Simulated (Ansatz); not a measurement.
**AlF$_{2}$H$_{2}$N···H$_{2}$S: density, localisation and related maps**

The calculation's input:

```
crystal:
  periodic: [false, false, false]
  atoms:
    - { symbol: Al, position_ang: [0.0, 0.0, 0.0] }
    - { symbol: "N", position_ang: [0.0, 0.0, 2.27] }
    - { symbol: H, position_ang: [-0.877, -0.2713, 2.8] }
    - { symbol: H, position_ang: [0.877, 0.2713, 2.8] }
    - { symbol: F, position_ang: [1.4635, 0.0, -0.845] }
    - { symbol: F, position_ang: [-1.4635, 0.0, -0.845] }
    - { symbol: S, position_ang: [-0.3202, 2.4082, 0.8072] }
    - { symbol: H, position_ang: [-1.6213, 2.8314, 0.5106] }
    - { symbol: H, position_ang: [-0.1699, 1.2777, 2.019] }
basis:
  gaussian: { orbitals: def2-SVP }
hamiltonian:
  xc: r2scan
  dispersion: d4
relax:
  f_tol: 0.15
  max_steps: 25
  restrain:
    - { distance: [0, 6], at: 3.46, k: 30.0 }
    - { distance: [8, 1], at: 2.26, k: 30.0 }
    - { distance: [0, 1], at: 1.92, k: 30.0 }
    - { distance: [8, 6], at: 1.4, k: 30.0 }
output:
  orbitals: {}
```

Launched as:

```sh
ansatz run input.yaml --threads 4 --pin off --max-ram 5120MiB --backend cpu --events-out ev --progress --plain --runs-dir out
```

The fields are those of the run's last geometry, not of the input's.

Not at a stationary point (largest force 1.9 eV/Å).

Theory: RKS r2SCAN-D4/def2-SVP (Ansatz).

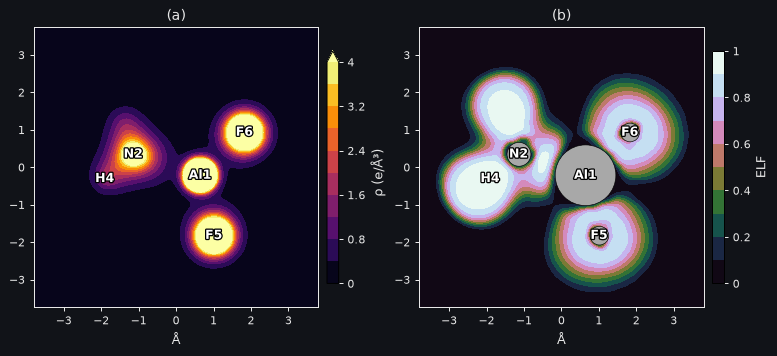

Figure 1. (a) electron density; (b) ELF on the plane of atoms N2, Al1 and F5. Grey discs cover the atomic cores in the ELF map.

Q: Interpret the plot.

A: The plane passes through Al, N, H and F nuclei.
Al–F (1.65 Å): the density is about 0.8 e/Å³ at the midpoint; the ELF peaks at about 0.85 in the valence shell of F, 0.6 Å from its nucleus, and is about 0.20 at the midpoint.
Al–N (1.86 Å): ρ is about 0.72 e/Å³ halfway; the ELF peaks at about 0.90 between the atoms; a polar covalent bond.
N–H (1.02 Å): ρ at the midpoint is about 2.7 e/Å³; the ELF climbs to about 1 towards the hydrogen, as it does in any bond to H: an ordinary covalent bond to hydrogen.
The ELF also peaks beside F5 and F6, away from the bonds: lone-pair regions.

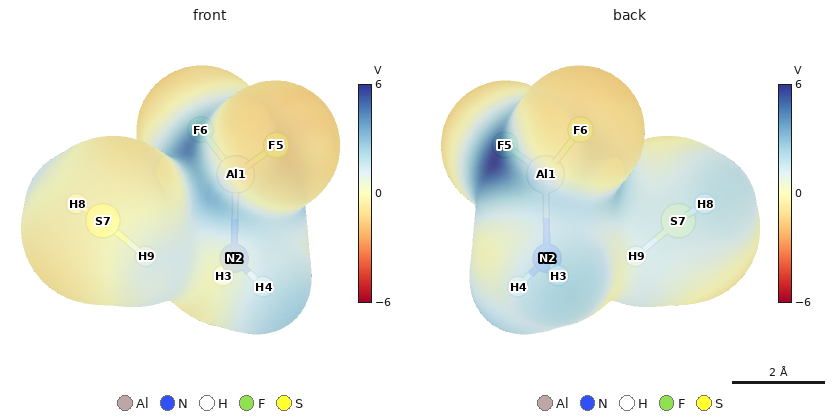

Figure 2. The electrostatic potential painted on the density surface at 0.004 e/bohr³, seen from the front and from behind; the colour scale runs from red (negative) to blue (positive).

Q: Describe the electrostatic potential map.

A: The most negative region (about −1.4 V) lies over F5 and F6, the most positive (about +5.4 V) over Al1.

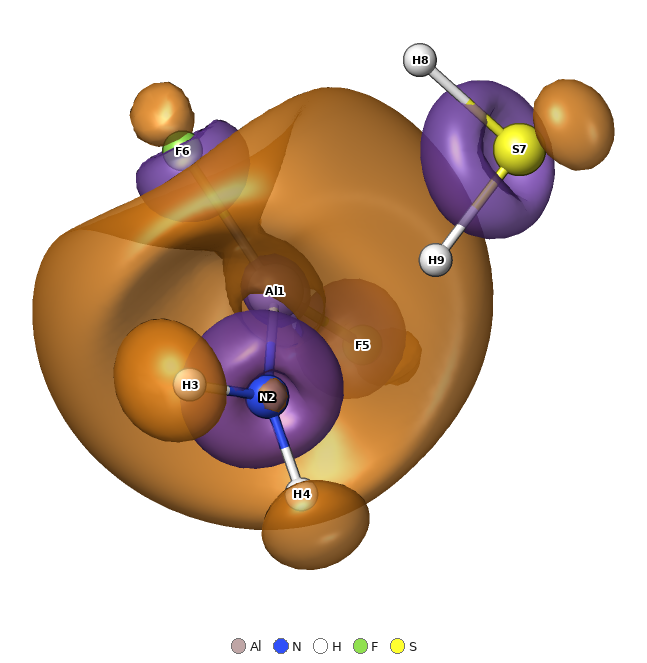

Figure 3. The LUMO at ±0.08 Å⁻³ᐟ² (orange and purple are the two phases), seen at an oblique angle.

Q: Where does this orbital lie, and at what energy?

A: By Hirshfeld shares it lies mainly on Al1 (about 55 %), N2 (about 10 %), F5 (about 10 %) and F6 (about 10 %). Its energy is −0.89 eV.
